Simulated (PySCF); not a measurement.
C₉H₇NSSe, SMILES c1(ccncc1)Sc1ccc[se]1 at its GFN2-xTB optimised geometry (Å):

```
19

C      0.2095    -2.8890     0.0000
C     -1.1481    -2.8890     0.0000
Se    -1.8688    -1.1805     0.0000
C     -0.0836    -0.5742     0.0524
S      0.3526     1.1283    -0.0114
C     -0.3915     1.7699     1.4632
C     -0.7662     0.9722     2.5363
C     -1.3285     1.5934     3.6400
N     -1.5182     2.8971     3.7343
C     -1.1436     3.6504     2.7135
C     -0.5775     3.1458     1.5562
C      0.8038    -1.6063     0.0240
H      0.7945    -3.7930    -0.0034
H     -1.7884    -3.7529    -0.0003
H     -0.6182    -0.0977     2.5247
H     -1.6390     1.0103     4.4969
H     -1.3110     4.7129     2.8287
H     -0.2889     3.7930     0.7434
H      1.8688    -1.4497     0.0339
```

Computed with CAM-B3LYP/def2-SVP (PySCF 2.14.0).

Map of the HOMO amplitude (bohr^(-3/2)) on the plane z = 0.6 Å; orbital energy -7.57 eV, overall sign arbitrary:

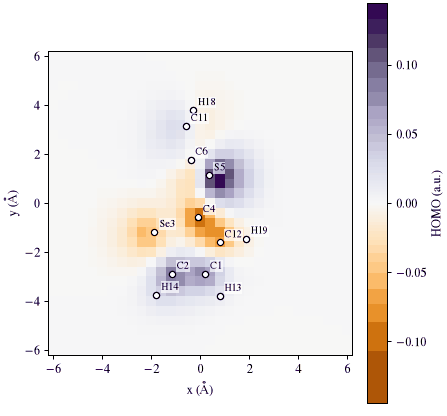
HOMO amplitude (bohr^(-3/2)) on the plane z = 0.6 Å.
